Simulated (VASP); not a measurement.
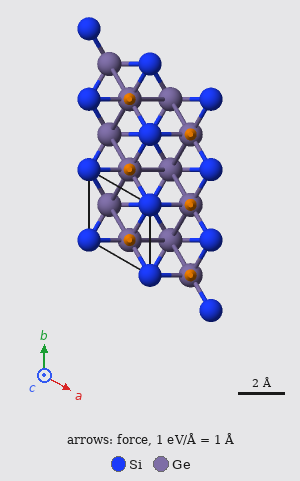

Starting geometry of solid SiGe₃ (a generated structure, set up in P6_3/mmc) with the computed forces as orange arrows. A ball-and-stick model of the cell of the calculation, repeated 2 × 3 × 1 with one cell outlined, seen along the c axis.

The run lets cell and atoms move.

Theory: VASP, Kohn-Sham DFT of a periodic cell, PBE, VASP PAW PBE potentials, recommended.

The input:
```
PREC = Normal
ENCUT = 520
EDIFF = 1E-4
ISMEAR = 0
SIGMA = 0.15
LREAL = False
LASPH = True
NELM = 60
ALGO = Fast
ISIF = 3
LWAVE = False
LCHARG = False
GGA = PE
IBRION = 2
NSW = 24
EDIFFG = -0.08
```

Command:
```bash
cat potpaw_PBE.64/Si/POTCAR potpaw_PBE.64/Ge_d/POTCAR > POTCAR
mpirun -np 1 vasp_std > vasp.out
```

**Is this structure relaxed? If not, where do the atoms go?**

It isn't relaxed: the largest force vector, on Ge atoms, is 5.17 eV/Å. The atoms end up moving mostly along the starting forces (cosine between the two patterns 1.00). The largest moves relative to the cell, 0.32 Å, are those of Ge atoms. Si stays in place. The drawn cell changes as follows: a = b 3.099 → 3.727 Å (+20.3 %), c 14.909 → 12.719 Å (−14.7 %); the volume changes by +23.4 %. Some distances before and after: Si–Si 3.099 → 3.727 Å, Ge–Si 2.226 → 2.596 Å, Ge–Ge 2.995 → 2.759 Å. Bond angles that change, for instance: Ge–Ge–Ge 106.6° → 77.5°, Ge–Ge–Ge 62.3° → 85.0°, Si–Ge–Ge 103.7° → 91.6°. The space group stays P6_3/mmc (No. 194). After 20 geometry steps the energy has fallen by 758 meV per atom. The largest force component goes from 5.2 to 0.04 eV/Å. Pressure: 39.25 GPa at the start and 0.45 GPa at the end. The volume changes by over a tenth within one run on a fixed set of plane waves, so the end point should be relaxed again from the new cell.
